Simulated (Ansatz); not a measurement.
## Random zinc-blende alloy of CdS and CdSe: a scan of the volume by script

The script changes the volume step by step and solves each geometry.

Program: Ansatz 0.2.0. Level of theory: Kohn-Sham DFT, PBE, PAW set soft_1 (large core), plane waves. Results are calculated unless marked as measured.

### 1. The starting structure

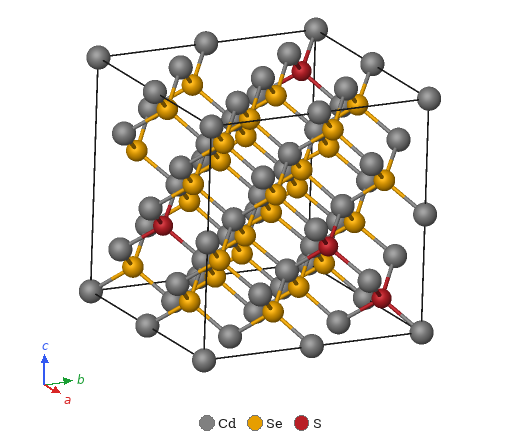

Start, viewed slightly off an axis; cadmium grey, selenium orange, sulfur red. Bonds to atoms that aren't drawn are left out. Some periodic images of atoms are drawn too.

The cell holds 64 atoms: 32 Cd, 28 Se and 4 S. Its edges and angles: a = 12.089 Å, b = 12.089 Å, c = 12.089 Å, α = 90.0°, β = 90.0°, γ = 90.0°. Zinc-blende CdS, 2 x 2 x 2 conventional cells, 28 of 32 S sites given to Se at random (x = 0.875), lattice by Vegard's rule (a = 6.045 A); displaced by a Gaussian of 0.02 A.

### 2. Running it

The script builds the cell with ASE, from fixed seeds where it draws at random, so the run can be repeated from this text alone. Only Γ is sampled; the cell is 12.0 Å or more across in its periodic directions. A smearing of 0.05 eV is typed, for levels that come near the Fermi level; it changes nothing where a wide gap is open. The PAW files are read from a folder beside the script (Ansatz's set soft_1), and the density starts from superposed atoms. Large-core PAW files are asked for; elements that have one carry fewer electrons, which cuts the cost. The atoms are relaxed first, so that the scan starts at or near a minimum at this cell. No cutoff is typed, so the potentials' recommended one is used (420 eV). The cell is scaled with the atoms at fixed fractional positions, and a Birch–Murnaghan curve is fitted.

Contents of scan.py:

```python
import time
import numpy as np
from ase.build import bulk
from ase.eos import EquationOfState
from ase.units import GPa
import ansatz as az

u = bulk('CdS', 'zincblende', a=6.0446, cubic=True)
atoms = u.repeat([2, 2, 2])
rng = np.random.default_rng(30)
sites = rng.permutation([a.index for a in atoms if a.symbol == 'S'])
new = ['Se'] * 28
for k, e in zip(sites, new): atoms[k].symbol = e
atoms.rattle(0.02, seed=30)
atoms.wrap()
print(f"{len(atoms)} atoms ({atoms.get_chemical_formula()}), volume {atoms.get_volume():.1f} A^3")

def setup(atoms):
    return (
        az.Crystal.from_ase(atoms)
        .calculation()
        .functional("pbe")
        .pseudopotentials("paw", azcp={"folder": "./paw"}, xc_functional="pbe", core="large")
        .kpoints(1, 1, 1)
        .occupations("gaussian", width=0.05)
    )

def gap_of(report):
    e = np.concatenate(report["eigenvalues_ev"]); f = np.concatenate(report["occupations"])
    f = f / f.max()  # a half-filled level counts on both sides, so the gap is then zero
    return e[f > 0.3].max(), e[f < 0.7].min()

def relaxed(atoms):
    steps = []
    calc = setup(atoms).relax(force_tolerance=0.03, max_steps=100).forces()
    keep = lambda event: steps.append(event["data"]) if event["event"] == "relax_step" and event["data"].get("accepted", True) else None
    try:
        az.Session.from_yaml(calc.to_yaml()).plan(threads=4).execute(on_event=keep)
    except az.NonConvergedError as error:
        print("relaxation stopped at the step limit:", str(error).split(". ")[0])
    final = atoms.copy()
    final.set_cell(steps[-1].get("cell_ang", atoms.cell))
    final.positions = steps[-1]["positions_ang"]
    print(f"{len(steps)} steps, energy change {steps[-1]['lagrangian_ev'] - steps[0]['lagrangian_ev']:+.3f} eV, largest force component {steps[-1]['allowed_force_max_ev_ang']:.3f} eV/A", flush=True)
    return final

start = time.time()
start_cell = relaxed(atoms)
start_cell.set_constraint()
print(f"relaxed first, in {time.time() - start:.0f} s")

rows = []
for x in [0.96, 0.99, 1.02, 1.05, 1.08, 1.11, 1.14]:
    a = start_cell.copy()
    a.set_cell(a.cell[:] * x ** (1 / 3), scale_atoms=True)
    try:
        r = setup(a).forces().stress().band_table().run(threads=4).report
    except az.AnsatzError as error:
        print(x, 'failed:', str(error)[:110])
        continue
    print(x, f"F = {r['free_energy_ev']:.4f} eV after {r['n_iterations']} iterations", flush=True)
    homo, lumo = gap_of(r)
    rows.append((x, r['free_energy_ev'], np.sqrt(np.mean(np.square(r['forces_ev_ang']))), max(lumo - homo, 0), np.trace(r['stress_gpa']) / 3))
low = min(e for _, e, *_ in rows)
print("      V/V0  E - Emin (meV/atom)  rms force (eV/A)  gap (eV)  P (GPa)")
for x, e, f, gap, p in rows:
    print(f"{x:10.3f} {1000 * (e - low) / len(atoms):20.2f} {f:17.3f} {gap:9.3f} {p:8.2f}")
eos = EquationOfState([x * atoms.get_volume() for x, *_ in rows], [e for _, e, *_ in rows], "birchmurnaghan")
v0, e0, b0 = eos.fit()
print(f"fit with the ions carried along unrelaxed: V0 = {v0 / len(atoms):.3f} A^3/atom ({v0 / atoms.get_volume():.3f} of the start), B0 = {b0 / GPa:.1f} GPa")
```

Run with:

```
python scan.py
```

What it wrote:

```text
64 atoms (Cd32S4Se28), volume 1766.8 A^3
DeckWarning: basis.ecutwfc = 420 eV, auto-derived from the records' recommended cutoffs: set by Cd (normal level)
DeckWarning: the run uses datasets of another core than the elements' own (`hamiltonian.pseudopotentials.core`, or a label behind a path under `azcp` there): Se's ./paw/Se.paw.azcp#standard-large-core (a large core, 6 electrons in the bands). Numbers of electrons [...]
4 steps, energy change -0.671 eV, largest force component 0.026 eV/A
relaxed first, in 74 s
0.96 F = -339979.1437 eV after 10 iterations
0.99 F = -339980.7423 eV after 10 iterations
1.02 F = -339981.7063 eV after 10 iterations
1.05 F = -339982.1311 eV after 9 iterations
1.08 F = -339982.0979 eV after 10 iterations
1.11 F = -339981.6727 eV after 10 iterations
1.14 F = -339980.9131 eV after 10 iterations
      V/V0  E - Emin (meV/atom)  rms force (eV/A)  gap (eV)  P (GPa)
     0.960                46.68             0.010     0.727     5.89
     0.990                21.70             0.007     0.663     3.82
     1.020                 6.64             0.008     0.600     2.06
     1.050                 0.00             0.010     0.539     0.55
     1.080                 0.52             0.013     0.479    -0.73
     1.110                 7.16             0.016     0.421    -1.82
     1.140                19.03             0.018     0.364    -2.74
fit with the ions carried along unrelaxed: V0 = 29.330 A^3/atom (1.062 of the start), B0 = 45.9 GPa
```

It took 4.7 min on 4 threads of Arm Neoverse V1, shared host; peak memory 2.7 GiB.

### 3. Analysis

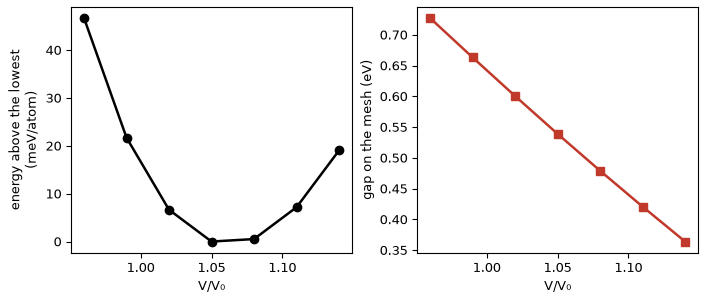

Energy and gap along the scan.

### 4. Outcome

```
lowest point of the scan            : 1.05 times the starting volume
energy range                        : 46.7 meV/atom
gap along the scan                  : 0.364 to 0.727 eV
fitted volume                       : 29.330 Å³/atom
fitted bulk modulus, ions unrelaxed : 45.9 GPa
```

What this shows: The lowest of the points computed is at 1.05 times the starting volume; the scan spans 46.7 meV/atom. With the ions carried along unrelaxed the modulus tends to lie above the relaxed one. The gap goes from 0.727 eV at 0.96 to 0.364 eV at 1.14, so expansion at fixed fractional positions narrows it. Unless the band edges fold onto the sampled k-points, the gap at this level is narrower than the printed one, by up to an eV in wide bands, and a small gap may close. Local and semilocal functionals put gaps too low. Spin–orbit coupling is left out, and it can shift gaps where Se states form a band edge. Notices that the program raised in these runs, those on memory apart: datasets by core.

[Logs are printed without paths, hosts, clocks, repeated set-up lines and the standing remarks that a program may print on its own settings, such as how far it seeks lower states.]

[Hosts, paths, dates, database ids (printed as entryN), source tags and the programs' standing remarks are cut or masked in the printed files.]

[Scripts of this kind were picked in part by their result: those with far moves, changed bonds, near-zero gaps or large misses at database cells are mostly left out.]
